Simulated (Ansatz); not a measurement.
TaSiH₆O₂F₃: geometry relaxation (part 2 of 3)

TaSiH₆O₂F₃; RHF/def2-SVP (Ansatz 0.2.0). It belongs to a series of runs on one base structure; here: end point A relaxed.

Geometry of the input (Å):
```
Ta -0.2252  -0.3066  0.1075
F  1.6444  -0.6405  0.2930
O  -0.4066  -0.5140  1.9655
H  -0.3187  -0.4508  2.8996
F  0.2431  0.4270  -1.5722
F  -1.5096  1.0704  0.1683
O  -1.0468  -1.8517  -0.4924
H  -1.5052  -2.6537  -0.2900
Si 1.5440  2.6773  1.5618
H  1.9851  2.3071  2.9278
H  2.5620  3.5099  0.8832
H  0.2478  3.3828  1.6324
H  1.3812  1.4207  0.8095
```

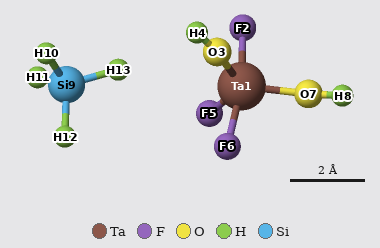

**Figure 1.** The geometry at step 16 of the log (ball-and-stick view, seen at a tilt; atoms are numbered from 1 in the order of the input).

### Trajectory as extended XYZ, continued
```
13
Properties=species:S:1:pos:R:3:forces:R:3 step=6 energy=-21678.98188
Ta   -0.2197   -0.4971    0.0752    0.0324   0.0155  -0.0087
F     1.5628   -1.1111    0.1938   -0.0108  -0.0111  -0.0039
O    -0.3498   -0.6646    1.9372   -0.0174   0.0009   0.0375
H    -0.2301   -0.5599    2.8645    0.0129   0.0049  -0.0281
F     0.3548    0.3028   -1.5360   -0.0122  -0.0007   0.0012
F    -1.4225    0.9571    0.1635   -0.0103  -0.0103  -0.0023
O    -1.2040   -1.9299   -0.5466   -0.0030  -0.0095   0.0270
H    -1.7239   -2.7013   -0.3878   -0.0059  -0.0071  -0.0331
Si    1.5653    2.9315    1.6287    0.0079  -0.0108  -0.0095
H     2.0116    2.5108    2.9761    0.0029   0.0077   0.0111
H     2.6206    3.7234    0.9643    0.0031   0.0023   0.0030
H     0.3138    3.7085    1.7332   -0.0049   0.0034  -0.0042
H     1.3164    1.7080    0.8278    0.0053   0.0147   0.0100
13
Properties=species:S:1:pos:R:3:forces:R:3 step=7 energy=-21678.98443
Ta   -0.2337   -0.5305    0.0724    0.0767   0.0424  -0.0195
F     1.5420   -1.1678    0.1846   -0.0126  -0.0199  -0.0152
O    -0.3459   -0.6841    1.9350   -0.0269   0.0022   0.0911
H    -0.2065   -0.5608    2.8580    0.0071  -0.0039  -0.0620
F     0.3643    0.2985   -1.5149   -0.0227  -0.0133   0.0031
F    -1.4399    0.9197    0.1625   -0.0344   0.0170  -0.0018
O    -1.2308   -1.9492   -0.5579   -0.0097  -0.0536   0.0321
H    -1.7497   -2.7273   -0.4298    0.0091   0.0203  -0.0378
Si    1.5788    2.9693    1.6382    0.0152  -0.0081  -0.0083
H     2.0183    2.5547    2.9904    0.0017   0.0080   0.0056
H     2.6413    3.7550    0.9759   -0.0048  -0.0067   0.0069
H     0.3329    3.7569    1.7369   -0.0051  -0.0008  -0.0065
H     1.3244    1.7436    0.8425    0.0064   0.0163   0.0124
13
Properties=species:S:1:pos:R:3:forces:R:3 step=8 energy=-21678.98702
Ta   -0.2564   -0.5725    0.0674    0.0816   0.0083  -0.0692
F     1.5101   -1.2421    0.1605   -0.0266  -0.0112   0.0076
O    -0.3499   -0.7093    1.9313    0.0123   0.0204   0.1339
H    -0.1851   -0.5627    2.8475   -0.0081  -0.0197  -0.1022
F     0.3627    0.2879   -1.4946   -0.0330  -0.0143   0.0244
F    -1.4738    0.8683    0.1570   -0.0429   0.0347  -0.0031
O    -1.2597   -1.9824   -0.5691   -0.0426  -0.1087   0.0403
H    -1.7738   -2.7709   -0.4840    0.0525   0.0930  -0.0384
Si    1.6041    3.0249    1.6567    0.0140  -0.0121  -0.0144
H     2.0339    2.6208    3.0161   -0.0030   0.0144  -0.0010
H     2.6755    3.7997    0.9946   -0.0093  -0.0051   0.0140
H     0.3621    3.8217    1.7406    0.0035  -0.0001  -0.0005
H     1.3459    1.7948    0.8698    0.0016   0.0004   0.0086
13
Properties=species:S:1:pos:R:3:forces:R:3 step=9 energy=-21678.98846
Ta   -0.2818   -0.6124    0.0608    0.1124   0.0362  -0.0035
F     1.4718   -1.3223    0.1448   -0.0456   0.0208  -0.0588
O    -0.3441   -0.7249    1.9275    0.0045   0.0622   0.1614
H    -0.1465   -0.5513    2.8339   -0.0310  -0.0441  -0.1717
F     0.3551    0.2897   -1.4698   -0.0034  -0.0619   0.0634
F    -1.5193    0.8134    0.1483   -0.0416   0.0095   0.0070
O    -1.2875   -2.0163   -0.5790   -0.1198  -0.2250   0.0273
H    -1.7932   -2.8163   -0.5486    0.1206   0.2067  -0.0292
Si    1.6284    3.0721    1.6729    0.0094   0.0320   0.0324
H     2.0436    2.6942    3.0451   -0.0052  -0.0089  -0.0161
H     2.7112    3.8362    1.0162   -0.0105  -0.0222  -0.0066
H     0.3938    3.8829    1.7387   -0.0020  -0.0072  -0.0131
H     1.3641    1.8329    0.9031    0.0122   0.0019   0.0074
13
Properties=species:S:1:pos:R:3:forces:R:3 step=10 energy=-21678.99014
Ta   -0.2959   -0.6329    0.0611    0.0887   0.0295  -0.0662
F     1.4494   -1.3707    0.1127   -0.0787   0.0258   0.0052
O    -0.3396   -0.7251    1.9291    0.0747   0.0661   0.1674
H    -0.1217   -0.5343    2.8282   -0.0485  -0.0604  -0.2003
F     0.3515    0.2912   -1.4515   -0.0306  -0.0367   0.0903
F    -1.5594    0.7730    0.1445   -0.0083  -0.0044  -0.0113
O    -1.3015   -2.0344   -0.5802   -0.1643  -0.3023   0.0243
H    -1.7995   -2.8413   -0.5919    0.1677   0.2905  -0.0107
Si    1.6422    3.1031    1.6894    0.0142  -0.0277  -0.0170
H     2.0445    2.7356    3.0688   -0.0106   0.0297  -0.0160
H     2.7344    3.8447    1.0224   -0.0125   0.0039   0.0243
H     0.4076    3.9166    1.7252    0.0182  -0.0013   0.0084
H     1.3833    1.8526    0.9362   -0.0100  -0.0127   0.0017
13
Properties=species:S:1:pos:R:3:forces:R:3 step=11 energy=-21678.99210
Ta   -0.3035   -0.6346    0.0617    0.0460  -0.0286  -0.0800
F     1.4350   -1.3904    0.0893   -0.0639   0.0132   0.0407
O    -0.3284   -0.7151    1.9298    0.0802   0.0782   0.1295
H    -0.0981   -0.5198    2.8242   -0.0432  -0.0573  -0.1651
F     0.3523    0.3055   -1.4354   -0.0451   0.0045   0.0700
F    -1.5917    0.7512    0.1380    0.0172  -0.0128  -0.0091
O    -1.3058   -2.0402   -0.5745   -0.1529  -0.2780   0.0108
H    -1.7966   -2.8503   -0.6122    0.1621   0.2845   0.0024
Si    1.6472    3.1019    1.6916   -0.0023   0.0479   0.0378
H     2.0345    2.7687    3.0841   -0.0047  -0.0120  -0.0277
H     2.7461    3.8384    1.0298   -0.0099  -0.0271  -0.0045
H     0.4172    3.9236    1.7090    0.0071  -0.0176  -0.0148
H     1.3872    1.8391    0.9587    0.0095   0.0051   0.0100
13
Properties=species:S:1:pos:R:3:forces:R:3 step=12 energy=-21678.99619
Ta   -0.3242   -0.6413    0.0578    0.0216   0.0350   0.0883
F     1.3972   -1.4381    0.0514   -0.0399   0.0040  -0.0123
O    -0.2917   -0.6854    1.9262   -0.0068   0.0924  -0.0164
H    -0.0294   -0.4803    2.8085   -0.0230  -0.0451  -0.1039
F     0.3478    0.3560   -1.3911   -0.0394  -0.0044   0.0503
F    -1.6695    0.6972    0.1226    0.0896  -0.0932   0.0054
O    -1.3180   -2.0573   -0.5647   -0.1986  -0.3414  -0.0504
H    -1.7919   -2.8731   -0.6640    0.1939   0.3443   0.0386
Si    1.6561    3.1098    1.7061   -0.0265  -0.0046   0.0452
H     2.0095    2.8342    3.1230   -0.0194   0.0116  -0.0751
H     2.7765    3.8065    1.0365   -0.0221  -0.0214   0.0060
H     0.4278    3.9370    1.6550    0.0538  -0.0368  -0.0060
H     1.4051    1.8129    1.0265    0.0170   0.0597   0.0303
13
Properties=species:S:1:pos:R:3:forces:R:3 step=13 energy=-21678.99853
Ta   -0.3306   -0.6531    0.0599   -0.0736   0.1392   0.0621
F     1.3776   -1.4773    0.0177   -0.0294   0.0108   0.0040
O    -0.2739   -0.6679    1.9263    0.0289   0.0277  -0.0683
H     0.0024   -0.4582    2.8024   -0.0136  -0.0337  -0.0511
F     0.3391    0.3890   -1.3571   -0.0137  -0.0340   0.0671
F    -1.7097    0.6533    0.1276    0.1030  -0.1052  -0.0126
O    -1.3245   -2.0675   -0.5655   -0.2107  -0.3838  -0.0658
H    -1.7936   -2.8805   -0.7041    0.2022   0.3628   0.0629
Si    1.6629    3.1170    1.7142   -0.0448  -0.0063   0.0513
H     1.9918    2.8861    3.1472   -0.0240   0.0108  -0.1200
H     2.7955    3.7894    1.0398   -0.0189  -0.0211   0.0160
H     0.4385    3.9485    1.6168    0.0753  -0.0605  -0.0012
H     1.4198    1.7995    1.0687    0.0195   0.0931   0.0554
13
Properties=species:S:1:pos:R:3:forces:R:3 step=14 energy=-21679.00176
Ta   -0.3391   -0.6637    0.0610   -0.0473   0.0885  -0.0088
F     1.3611   -1.5031   -0.0012    0.0000   0.0109   0.0012
O    -0.2658   -0.6745    1.9238    0.0111   0.0169  -0.0561
H     0.0181   -0.4742    2.7987    0.0034  -0.0218   0.0017
F     0.3359    0.4086   -1.3300   -0.0049  -0.0357   0.0648
F    -1.7358    0.6213    0.1313    0.0525  -0.0598  -0.0082
O    -1.3279   -2.0787   -0.5726   -0.1836  -0.2954  -0.0543
H    -1.8054   -2.8819   -0.7273    0.1624   0.2799   0.0560
Si    1.6720    3.1375    1.7173   -0.0471  -0.0710   0.0778
H     1.9822    2.9320    3.1585   -0.0266   0.0381  -0.1151
H     2.8173    3.7897    1.0454   -0.0276  -0.0040   0.0077
H     0.4462    3.9619    1.5840    0.0889  -0.0423   0.0021
H     1.4366    1.8031    1.1049    0.0187   0.0956   0.0313
13
Properties=species:S:1:pos:R:3:forces:R:3 step=15 energy=-21679.00580
Ta   -0.3654   -0.7065    0.0572    0.1372   0.0687  -0.2294
F     1.3167   -1.5794   -0.0563    0.0133   0.0233  -0.0299
O    -0.2448   -0.7103    1.9091   -0.0400   0.0151   0.0217
H     0.0606   -0.5460    2.7829    0.0327  -0.0135   0.0798
F     0.3330    0.4603   -1.2477   -0.0612  -0.1414   0.1501
F    -1.8107    0.5164    0.1383   -0.0554   0.0424  -0.0065
O    -1.3446   -2.1206   -0.6003   -0.0986  -0.1063  -0.0198
H    -1.8647   -2.8850   -0.7882    0.0661   0.0946   0.0235
Si    1.7032    3.1976    1.7426   -0.0796  -0.0090  -0.0077
H     1.9576    3.1016    3.2101   -0.0414   0.0227  -0.2066
H     2.8677    3.8019    1.0589    0.0140   0.0087   0.0539
H     0.4906    4.0204    1.4873    0.1211  -0.1057   0.0697
H     1.4961    1.8278    1.2001   -0.0082   0.1005   0.1010
13
Properties=species:S:1:pos:R:3:forces:R:3 step=16 energy=-21679.00878
Ta   -0.3736   -0.7306    0.0495    0.1191   0.1156  -0.1720
F     1.3071   -1.6055   -0.0866   -0.0326   0.0147  -0.0183
O    -0.2413   -0.7348    1.9006   -0.0163   0.0104   0.0117
H     0.0701   -0.5850    2.7759    0.0179  -0.0183   0.0298
F     0.3303    0.4631   -1.2280   -0.0803  -0.1461   0.1489
F    -1.8314    0.4785    0.1363   -0.0203   0.0344  -0.0105
O    -1.3611   -2.1386   -0.6111   -0.0155  -0.0583  -0.0061
H    -1.8964   -2.8894   -0.8049    0.0247   0.0353   0.0065
Si    1.7220    3.2326    1.7395   -0.1407  -0.0379   0.2154
H     1.9509    3.1856    3.2138   -0.0080   0.0191  -0.1878
H     2.9050    3.8223    1.0737   -0.0437  -0.0271  -0.0156
H     0.5038    4.0429    1.4686    0.1603  -0.0929  -0.0161
H     1.5098    1.8370    1.2667    0.0354   0.1512   0.0139
13
Properties=species:S:1:pos:R:3:forces:R:3 step=17 energy=-21679.01894
Ta   -0.3984   -0.7238    0.0404   -0.1873   0.1121  -0.0635
F     1.2132   -1.7127   -0.1128    0.0895  -0.0435   0.0303
O    -0.2459   -0.7197    1.8929    0.0477  -0.0046   0.0641
H     0.1748   -0.7506    2.7362   -0.0057  -0.0058  -0.0609
F     0.3785    0.4224   -1.2288    0.0189  -0.0155   0.0214
F    -1.7960    0.5558    0.1140    0.0311  -0.0526   0.0038
O    -1.4589   -2.0916   -0.6037    0.0008   0.0103   0.0146
H    -1.8084   -2.9461   -0.7903   -0.0037  -0.0083  -0.0156
Si    1.7072    3.2755    1.7654    0.0114   0.0154   0.0032
H     1.9388    3.2815    3.2293    0.0041   0.0063   0.0028
H     2.9050    3.7976    1.0708   -0.0050  -0.0052   0.0023
H     0.5287    4.1084    1.4463   -0.0125   0.0153  -0.0065
H     1.4567    1.8815    1.3343    0.0105  -0.0242   0.0042
13
Properties=species:S:1:pos:R:3:forces:R:3 step=18 energy=-21679.02137
Ta   -0.4277   -0.7460    0.0295    0.0542   0.0941   0.0285
F     1.1736   -1.7605   -0.1249   -0.0207  -0.0063  -0.0296
O    -0.2368   -0.7371    1.8790    0.0686   0.0167   0.2574
H     0.2220   -0.8125    2.7046   -0.1266   0.0075  -0.2997
F     0.3831    0.4209   -1.2001   -0.0498  -0.0487   0.0454
F    -1.8357    0.5208    0.1083    0.0643  -0.0484   0.0049
O    -1.4965   -2.1069   -0.6204   -0.1232  -0.3423  -0.0765
H    -1.8208   -2.9734   -0.8267    0.1276   0.3230   0.0647
Si    1.7227    3.3221    1.7846    0.0537  -0.0443   0.0295
H     1.9407    3.3993    3.2526   -0.0191   0.0208  -0.0752
H     2.9320    3.8049    1.0777   -0.0317   0.0016   0.0220
H     0.5512    4.1455    1.4067    0.0235  -0.0416   0.0120
H     1.4875    1.9011    1.4230   -0.0208   0.0679   0.0165
13
Properties=species:S:1:pos:R:3:forces:R:3 step=19 energy=-21679.02464
Ta   -0.4360   -0.7567    0.0273    0.0662   0.0381  -0.0433
F     1.1616   -1.7771   -0.1412   -0.0367   0.0246   0.0001
O    -0.2415   -0.7470    1.8755    0.0478   0.0088   0.1773
H     0.2241   -0.8287    2.6944   -0.0712  -0.0024  -0.1817
F     0.3736    0.4183   -1.1945   -0.0370  -0.0398   0.0446
F    -1.8463    0.5050    0.1123    0.0331  -0.0294  -0.0032
O    -1.5026   -2.1176   -0.6282   -0.0385  -0.0677  -0.0015
H    -1.8233   -2.9787   -0.8416    0.0323   0.0660   0.0041
Si    1.7383    3.3375    1.7954   -0.0355  -0.0238   0.0106
H     1.9475    3.4592    3.2626   -0.0063  -0.0079  -0.0994
H     2.9438    3.8133    1.0771   -0.0246  -0.0215   0.0295
H     0.5607    4.1412    1.3922    0.0388  -0.0214   0.0207
H     1.4954    1.9095    1.4625    0.0316   0.0763   0.0423
13
Properties=species:S:1:pos:R:3:forces:R:3 step=20 energy=-21679.02716
Ta   -0.4460   -0.7644    0.0242    0.0409  -0.0355  -0.0896
F     1.1475   -1.7900   -0.1536   -0.0277   0.0365   0.0188
O    -0.2501   -0.7572    1.8718    0.0053   0.0124   0.0801
H     0.2296   -0.8559    2.6776    0.0062  -0.0158  -0.0305
F     0.3609    0.4155   -1.1917    0.0068  -0.0033   0.0134
F    -1.8553    0.4948    0.1152   -0.0164   0.0037  -0.0020
O    -1.5126   -2.1239   -0.6363    0.0106   0.1015   0.0455
H    -1.8174   -2.9858   -0.8577   -0.0267  -0.0976  -0.0366
Si    1.7451    3.3549    1.8031    0.0130  -0.0285   0.0552
H     1.9599    3.5296    3.2631   -0.0217  -0.0003  -0.0740
H     2.9516    3.8079    1.0735   -0.0261  -0.0066  -0.0016
H     0.5640    4.1402    1.3751    0.0383  -0.0365   0.0086
H     1.5180    1.9123    1.5294   -0.0024   0.0699   0.0128
13
Properties=species:S:1:pos:R:3:forces:R:3 step=21 energy=-21679.03044
Ta   -0.4658   -0.7714    0.0183    0.0390  -0.0780  -0.0601
F     1.1219   -1.8057   -0.1647   -0.0216   0.0219   0.0111
O    -0.2592   -0.7708    1.8659    0.0478   0.0033   0.1692
H     0.2537   -0.9153    2.6458   -0.0369  -0.0027  -0.0901
F     0.3499    0.4170   -1.1798    0.0386   0.0416  -0.0314
F    -1.8745    0.4838    0.1185   -0.0495   0.0330   0.0041
O    -1.5371   -2.1263   -0.6487   -0.0270  -0.0242   0.0068
H    -1.8020   -2.9991   -0.8863    0.0109   0.0106  -0.0071
Si    1.7631    3.3780    1.8184   -0.0539  -0.0397   0.0889
H     1.9698    3.6545    3.2656    0.0008  -0.0172  -0.1124
H     2.9634    3.7923    1.0560   -0.0217  -0.0237   0.0131
H     0.5749    4.1238    1.3410    0.0458  -0.0329   0.0029
H     1.5372    1.9174    1.6440    0.0277   0.1079   0.0050
13
Properties=species:S:1:pos:R:3:forces:R:3 step=22 energy=-21679.03120
Ta   -0.4814   -0.7695    0.0163    0.0393  -0.0742  -0.0203
F     1.1028   -1.8078   -0.1704   -0.0127   0.0029   0.0057
O    -0.2675   -0.7798    1.8655    0.1288  -0.0268   0.2652
H     0.2754   -0.9677    2.6191   -0.1292   0.0329  -0.2114
F     0.3441    0.4283   -1.1652    0.0302   0.0510  -0.0348
F    -1.8914    0.4822    0.1271   -0.0447   0.0289   0.0038
O    -1.5534   -2.1220   -0.6593   -0.0442  -0.1177  -0.0263
H    -1.7787   -3.0035   -0.9133    0.0351   0.1100   0.0233
Si    1.7661    3.3896    1.8341    0.0092  -0.0803   0.0486
H     1.9886    3.7651    3.2613   -0.0568  -0.0582  -0.1999
H     2.9623    3.7528    1.0377   -0.0288  -0.0078   0.0328
H     0.5762    4.0949    1.2981    0.0598  -0.0381   0.0653
H     1.5523    1.9157    1.7430    0.0139   0.1773   0.0480
13
Properties=species:S:1:pos:R:3:forces:R:3 step=23 energy=-21679.03327
Ta   -0.4790   -0.7620    0.0188    0.0268  -0.0381   0.0036
F     1.1059   -1.7987   -0.1678   -0.0092   0.0031  -0.0034
O    -0.2641   -0.7771    1.8692    0.0676  -0.0058   0.1543
H     0.2805   -0.9683    2.6190   -0.0841   0.0180  -0.1496
F     0.3472    0.4406   -1.1597    0.0078   0.0199  -0.0032
F    -1.8921    0.4876    0.1318   -0.0098   0.0036   0.0035
O    -1.5494   -2.1147   -0.6598   -0.0241  -0.0729  -0.0142
H    -1.7739   -2.9948   -0.9173    0.0274   0.0787   0.0156
Si    1.7650    3.3780    1.8222   -0.0441  -0.0513   0.1577
H     1.9790    3.7691    3.2439   -0.0056  -0.0329  -0.1480
H     2.9630    3.7344    1.0260   -0.0465  -0.0245   0.0099
H     0.5686    4.0790    1.2978    0.0653  -0.0399  -0.0052
H     1.5449    1.9050    1.7696    0.0286   0.1420  -0.0209
13
Properties=species:S:1:pos:R:3:forces:R:3 step=24 energy=-21679.03679
Ta   -0.5157   -0.7194    0.0458    0.0161   0.0530   0.0269
F     1.1445   -1.6385   -0.0960   -0.0190  -0.0251   0.0231
O    -0.3553   -0.7603    1.9082    0.0200   0.0047   0.0265
H     0.2181   -1.0355    2.6070    0.0011   0.0199  -0.0250
F     0.2500    0.5289   -1.1266    0.0235   0.0566  -0.0027
F    -1.9960    0.4482    0.1547    0.0051   0.0078   0.0219
O    -1.4833   -2.1240   -0.6662   -0.0233  -0.0727  -0.0425
H    -1.6499   -3.0075   -0.9480   -0.0160  -0.0374  -0.0213
Si    1.7961    3.3417    1.7993   -0.0099  -0.0028  -0.0079
H     1.9925    3.7520    3.2099   -0.0016  -0.0040  -0.0073
H     2.9950    3.7015    1.0092   -0.0060  -0.0067  -0.0013
H     0.6021    4.0187    1.2458    0.0113  -0.0048   0.0029
H     1.5972    1.8723    1.7508   -0.0013   0.0116   0.0066
13
Properties=species:S:1:pos:R:3:forces:R:3 step=25 energy=-21679.03920
Ta   -0.5155   -0.7106    0.0538    0.0293   0.0468   0.0202
F     1.1418   -1.6365   -0.0834   -0.0235   0.0099   0.0019
O    -0.3527   -0.7562    1.9168    0.0170  -0.0086   0.0158
H     0.2301   -1.0329    2.6078   -0.0165   0.0188  -0.0487
F     0.2576    0.5555   -1.0972    0.0025  -0.0206   0.0348
F    -1.9951    0.4577    0.1760    0.0142  -0.0386  -0.0011
O    -1.4757   -2.1147   -0.6775   -0.0128  -0.0078  -0.0133
H    -1.6359   -2.9962   -0.9715   -0.0038   0.0057  -0.0029
Si    1.7876    3.3270    1.7897   -0.0058  -0.0074  -0.0111
H     1.9877    3.7578    3.1928    0.0055   0.0077   0.0059
H     2.9855    3.6682    0.9904    0.0006  -0.0048   0.0002
H     0.5963    4.0007    1.2280   -0.0010  -0.0036  -0.0016
H     1.5835    1.8583    1.7681   -0.0056   0.0026  -0.0001
13
Properties=species:S:1:pos:R:3:forces:R:3 step=26 energy=-21679.03926
Ta   -0.5149   -0.7098    0.0542    0.0251   0.0462   0.0177
F     1.1423   -1.6359   -0.0826   -0.0221   0.0095   0.0021
O    -0.3524   -0.7554    1.9173    0.0164  -0.0080   0.0140
H     0.2313   -1.0324    2.6074   -0.0153   0.0181  -0.0464
F     0.2584    0.5560   -1.0971    0.0023  -0.0209   0.0356
F    -1.9944    0.4588    0.1764    0.0152  -0.0388  -0.0011
O    -1.4753   -2.1138   -0.6772   -0.0117  -0.0063  -0.0125
H    -1.6359   -2.9951   -0.9711   -0.0038   0.0058  -0.0028
Si    1.7867    3.3257    1.7892   -0.0056  -0.0064  -0.0102
H     1.9872    3.7567    3.1922    0.0053   0.0076   0.0061
H     2.9848    3.6661    0.9898    0.0010  -0.0048  -0.0005
H     0.5958    4.0000    1.2274   -0.0012  -0.0036  -0.0018
H     1.5818    1.8572    1.7679   -0.0057   0.0019  -0.0003
```
